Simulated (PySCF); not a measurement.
System: C7H11 (charge +1).

```xyz
18

C     2.0713   -0.5959    0.2960
C     0.5995   -0.2612    0.1479
C     0.1155    0.2851   -1.2048
C    -1.3537    0.1748   -1.1868
C    -2.0112   -0.0099    0.0818
C    -1.0637   -0.3580    1.2013
C     0.0210    0.5862    1.3340
H     2.2672   -1.1111    1.2462
H     2.6682    0.3282    0.2689
H     2.3989   -1.2528   -0.5233
H     0.4449    1.3221   -1.4266
H     0.5159   -0.3134   -2.0441
H    -1.9141    0.0117   -2.1177
H    -2.4162    0.9799    0.4000
H    -2.9119   -0.6439   -0.0259
H     0.0697   -1.2720    0.2567
H     0.6387    0.4901    2.2363
H    -0.1398    1.6401    1.0600
```

Geometry: PBE0-D3(BJ)/def2-SVP.

Computed with PySCF, PBE0/pcSseg-1, SCF density, gas phase, non-relativistic.

**What can the converged electron density and electron localisation function tell about the bonding?**

C–C (1.44 Å): the density is about 1.9 e/Å³ at the midpoint; the ELF peaks at about 0.95 between the atoms, as expected for a covalent bond.
C–C (1.51 Å): ρ at the midpoint is about 1.7 e/Å³; the ELF peaks at about 0.95 between the atoms, as expected for a covalent bond.

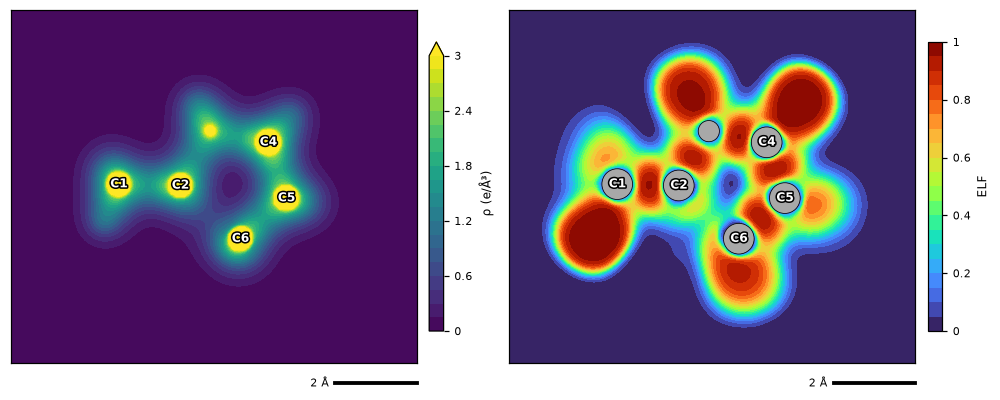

Computed electron density and electron localisation function on the plane of atoms C4, C5 and C6, in this order. Grey discs cover the atomic cores in the ELF map. 
